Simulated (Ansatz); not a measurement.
## Electronic structure of Cl2Si (SMILES Cl[Si]Cl) in real space

```
atom    x (Å)    y (Å)    z (Å)
  Cl   0.3170   1.7972   0.3651
  Si  -0.7107   0.0301  -0.4382
  Cl   0.3874  -1.8009   0.0494
```

Geometry: a frame of the PBE0-D4/def2-SVP trajectory; not at a stationary point (largest force 1.6 eV/Å).

Level of theory: RKS PBE0-D4/def2-TZVPP in Ansatz.

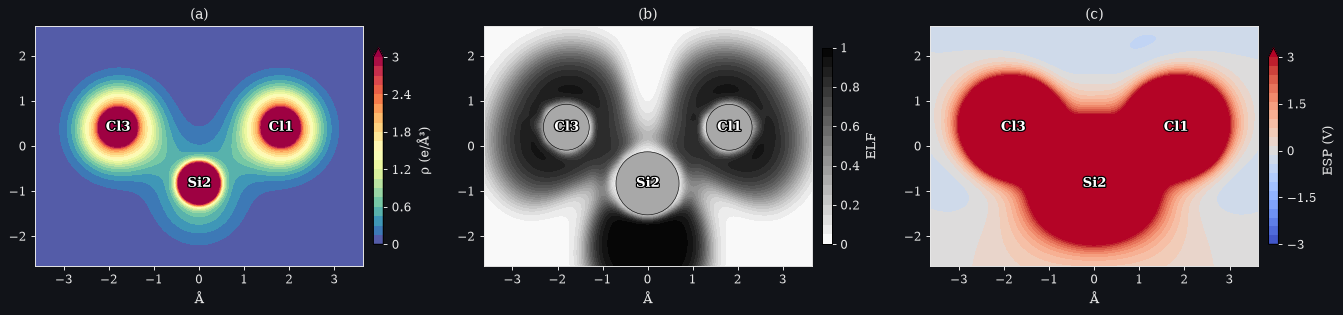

Figure 1. (a) total electron density; (b) electron localisation function; (c) electrostatic potential on the molecular plane. Grey discs cover the atomic cores in the ELF map.

Interpret the plot.

Atoms in the plane: Cl and Si. Si–Cl (2.19 Å): ρ is about 0.71 e/Å³ halfway, with its minimum of 0.56 e/Å³ about 0.8 Å from Si; the ELF peaks at about 0.85 between the atoms (a shared but strongly polarised pair). The ELF also peaks beside Si2, Cl3 and Cl1, away from the bonds: lone-pair regions. Outside the dense part of the molecule the potential is most negative (−0.4 V) near Cl1 and Cl3.

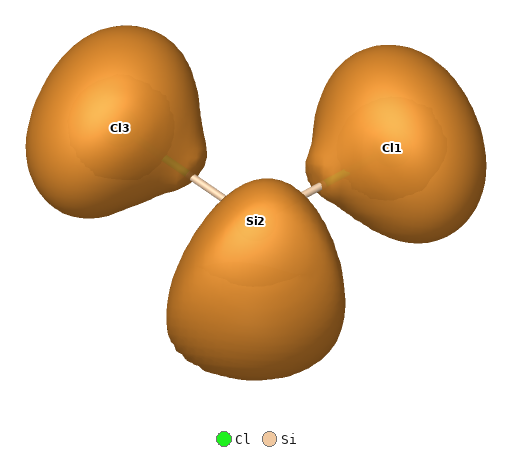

Figure 2. Isosurface of the electron localisation function at 0.75 (orange), seen at a tilt. Only the valence region is drawn (cores and ρ < 0.01 e/Å³ removed).

Identify the bonds, lone pairs and shells in this picture.

The surface consists of two regions on Cl in which the atom's valence shell and bonds are merged and one lobe on Si, pointing away from the bonds (lone pairs).

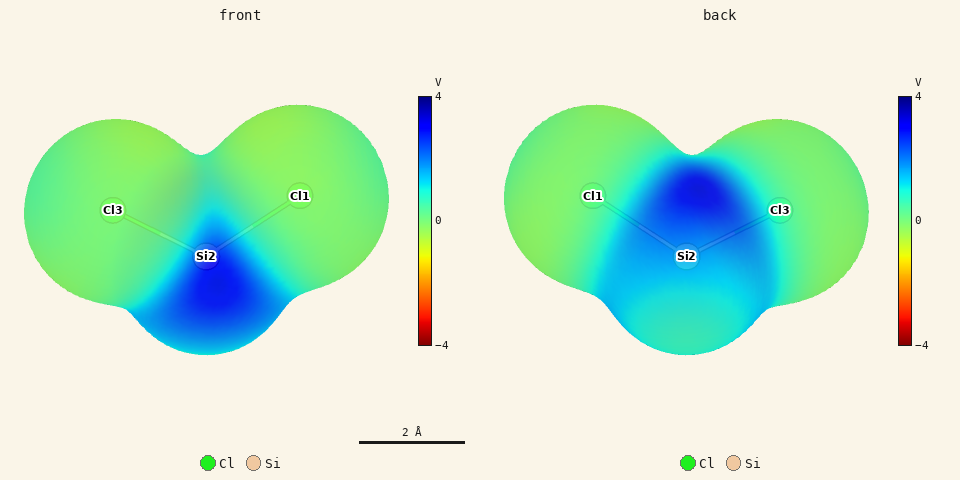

Figure 3. The molecular electrostatic potential painted on the density surface at 0.004 e/bohr³, seen from the front and from behind; red is negative and blue positive.

Where is the surface potential most negative and most positive?

The most negative region (about −0.4 V) lies over Cl1 and Cl3, the most positive (about +3.1 V) over Si2. Cl1 shows a σ-hole: about +0.3 V at the tip opposite its bond, against about −0.2 V on its flanks. Cl3 shows a σ-hole: about +0.3 V at the tip opposite its bond, against about −0.1 V on its flanks.
